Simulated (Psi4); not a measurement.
# SiHBr (SMILES [SiH]Br): wB97X-V/def2-TZVP

What is the vertical ionisation energy of SiHBr at wB97X-V/def2-TZVP? 

The results are computed with Psi4 1.11.

## Step 1: The structure to begin with

The species is SiHBr (3 atoms), meant as a singlet with charge 0. As SMILES, `[SiH]Br`. The coordinates come from a PBE0-D4/def2-TZVP relaxation.

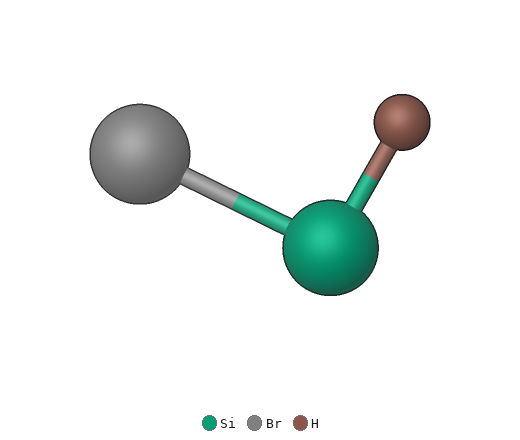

Viewed from a chosen angle; silicon teal, bromine grey, hydrogen brown.

## Step 2: A single-point energy at wB97X-V/def2-TZVP

calc.in

```
memory 1600 mb

molecule molecule1 {
  0 1
  Si
  Br 1 2.244791
  H 1 1.527153 2 93.97501
  symmetry c1
}

set {
  reference            rks
  puream               true
  e_convergence        1e-09
  d_convergence        1e-08
  scf_type             pk
  dft_radial_points    99
  dft_spherical_points 590
}

E, wfn = energy('wb97x-v/def2-TZVP', return_wfn=True)
print_variables()
```

Run with:

```bash
psi4 -i calc.in -o calc.out -n 1
```

calc.out:

```text
[...]
  Running in c1 symmetry.
[...]
  Nuclear repulsion =  126.973573387480513
[...]
  Multiplicity = 1
[...]
  Nalpha       = 25
  Nbeta        = 25
[...]
    Number of basis functions: 91
[...]
   @RKS iter   1: -2863.66469982601575   -1.61168e+00   1.58907e-02 DIIS/ADIIS
[...]
   @RKS iter  11: -2863.95654479137283   -1.40972e-11   6.65378e-09 DIIS
[...]
    Orbital Energies [Eh]
    ---------------------
    Doubly Occupied:
       1A   -482.651579     2A    -66.192301     3A    -62.526917
       4A    -56.331335     5A    -56.330362     6A    -56.329231
       7A     -8.796517     8A     -6.622525     9A     -6.619250
      10A     -6.615752    11A     -5.436494    12A     -3.790890
      13A     -3.785530    14A     -3.779952    15A     -2.745582
      16A     -2.744918    17A     -2.742237    18A     -2.739589
      19A     -2.739186    20A     -0.907722    21A     -0.619864
      22A     -0.464209    23A     -0.420401    24A     -0.415806
      25A     -0.338352
[...]
  @RKS Final Energy: -2863.95654479137283
   => Energetics <=
    Nuclear Repulsion Energy =            126.9735733874805135
    One-Electron Energy =               -4237.0658499635092085
    Two-Electron Energy =                1333.2570306471302501
    DFT Exchange-Correlation Energy =     -87.3306213495206691
    Empirical Dispersion Energy =           0.0000000000000000
    VV10 Nonlocal Energy =                  0.2093224870463495
    Total Energy =                      -2863.9565447913728349
[...]
 Multipole Moments:
 ------------------------------------------------------------------------------------
     Multipole            Electronic (a.u.)      Nuclear  (a.u.)        Total (a.u.)
 ------------------------------------------------------------------------------------
 L = 1.  Multiply by 2.5417464519 to convert [e a0] to [Debye]
 Dipole X            :          1.4189115           -1.5344713           -0.1155598
 Dipole Y            :         -6.3251236            6.7627357            0.4376121
 Dipole Z            :          0.0000000            0.0000000            0.0000000
 Magnitude           :                                                    0.4526129
[...]
```

Run time: 33 s. Hardware: 1 thread of Intel Xeon Platinum 8259CL at 2.50GHz (Skylake/Cascade Lake), shared host; peak memory 0.8 GiB.

## Step 3: The doublet cation, same level

brhsi.xyz

```xyz
3
BrHSi
Si    -0.624700     0.521900    -0.296100
Br     1.340900     0.401500     0.781400
H     -0.727100    -0.988300    -0.498600
```

run_ase.py

```python
import numpy as np
from ase.calculators.psi4 import Psi4
from ase.io import read

a = read('brhsi.xyz')
calc = Psi4(atoms=a, method='wb97x-v', basis='def2-TZVP', memory='1600MB', num_threads=1, charge=1, multiplicity=2, label='brhsi', reference='uks')
calc.psi4.set_options({'puream': True, 'e_convergence': 1e-09, 'd_convergence': 1e-08, 'scf_type': 'pk', 'dft_radial_points': 99, 'dft_spherical_points': 590, 'maxiter': 200})
a.calc = calc

print(f'energy: {a.get_potential_energy():.6f} eV')
```

Run with:

```bash
python run_ase.py
```

brhsi.dat:

```text
[...]
  Running in c1 symmetry.
[...]
  Nuclear repulsion =  126.973584171130398
[...]
  Multiplicity = 2
[...]
  Nalpha       = 25
  Nbeta        = 24
[...]
    Number of basis functions: 91
[...]
   @UKS iter   1: -2863.28661244304476   -1.23359e+00   1.58217e-02 DIIS/ADIIS
[...]
   @UKS iter  16: -2863.61264609324917   -1.40972e-11   7.89848e-09 DIIS
[...]
   @S^2 Observed:                7.609618722E-01
[...]
    Orbital Energies [Eh]
    ---------------------
    Alpha Occupied:
       1A   -482.905824     2A    -66.498584     3A    -62.779393
       4A    -56.584934     5A    -56.582319     6A    -56.582184
       7A     -9.048201     8A     -6.876075     9A     -6.868520
      10A     -6.867957    11A     -5.738385    12A     -4.092510
      13A     -4.087783    14A     -4.084175    15A     -2.997921
      16A     -2.996001    17A     -2.995651    18A     -2.989770
      19A     -2.989764    20A     -1.152068    21A     -0.889325
      22A     -0.721760    23A     -0.664489    24A     -0.650051
      25A     -0.616223
    Alpha Virtual:
[...]
  @UKS Final Energy: -2863.61264609324917
   => Energetics <=
    Nuclear Repulsion Energy =            126.9735841711303976
    One-Electron Energy =               -4224.0627511979355404
    Two-Electron Energy =                1320.4547453496229537
    DFT Exchange-Correlation Energy =     -87.1847699421252145
    Empirical Dispersion Energy =           0.0000000000000000
    VV10 Nonlocal Energy =                  0.2065455260576760
    Total Energy =                      -2863.6126460932491682
[...]
 Multipole Moments:
 ------------------------------------------------------------------------------------
     Multipole            Electronic (a.u.)      Nuclear  (a.u.)        Total (a.u.)
 ------------------------------------------------------------------------------------
 L = 1.  Multiply by 2.5417464519 to convert [e a0] to [Debye]
 Dipole X            :          3.8637248           -5.9314074           -2.0676826
 Dipole Y            :          1.1323421           -1.1640941           -0.0317519
 Dipole Z            :          2.2501452           -3.3988936           -1.1487484
 Magnitude           :                                                    2.3655745
[...]
```

On the terminal:

```text
energy: -77922.869137 eV
```

Wall time 59 s (1 thread of Intel Xeon Platinum 8259CL at 2.50GHz (Skylake/Cascade Lake), shared host); peak memory 0.83 GiB.

## Step 4: What came out

Level: wB97X-V/def2-TZVP.

| quantity | value |
| --- | --- |
| singlet SiHBr: total energy | -2863.95654 Eh |
| singlet SiHBr: dipole moment | 1.15 D |
| singlet SiHBr: HOMO energy | -9.21 eV |
| singlet SiHBr: LUMO energy | -0.98 eV |
| singlet SiHBr: HOMO–LUMO gap | 8.23 eV |
| doublet cation: total energy | -2863.61265 Eh |
| doublet cation: HOMO energy (highest over α and β) | -16.77 eV |
| doublet cation: LUMO energy (lowest over α and β) | -9.53 eV |
| doublet cation: ⟨S²⟩ | 0.761 |
| vertical ionisation energy (to the doublet cation) | 9.358 eV |

**Reading.** The vertical ionisation energy comes to 9.36 eV (903 kJ/mol). The negative HOMO energy of the first species, 9.21 eV, lies 0.15 eV below that difference.
